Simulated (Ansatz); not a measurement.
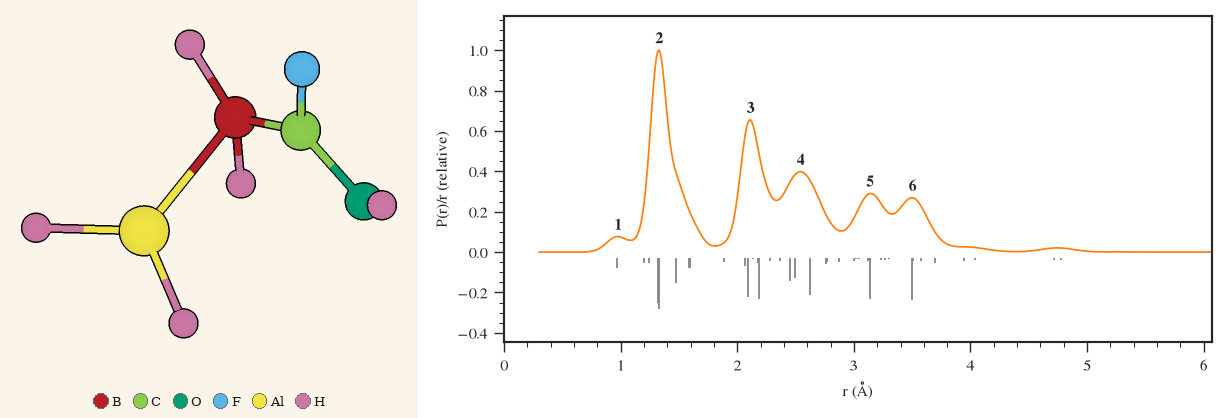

Simulated gas electron diffraction: radial distribution curve of CH5AlBFO. Each pair of atoms contributes with weight ZᵢZⱼ/r (bars below the curve); damping constant 0.001 Å²; vibrational amplitudes assumed, not computed: 0.05 Å for bonds, 0.078 Å for bonds to H, 0.06 + 0.015 r up to 0.15 Å for other pairs. The geometry is the end point of an optimisation (RKS PBE0/def2-SVP (Ansatz 0.2.0)); it may be a saddle point or a higher isomer.

### Assign the numbered peaks of the radial distribution curve (– bonded, ··· not bonded).

Peak 1, 0.98 Å: O–H 0.97 Å
Peak 2, 1.33 Å: O–C 1.32 Å, F–C 1.33 Å, C–B 1.47 Å, not resolved; in its flanks Al–H 1.59 Å
Peak 3, 2.11 Å: Al–B 2.09 Å, F···O 2.18 Å, not resolved
Peak 4, 2.54 Å: F···B 2.46 Å, O···B 2.50 Å, Al···C 2.62 Å, not resolved
Peak 5, 3.14 Å: B···H 3.14–3.27 Å (×3), Al···O 3.14 Å, not resolved
Peak 6, 3.50 Å: Al···F 3.49 Å, Al···H 3.70 Å, not resolved
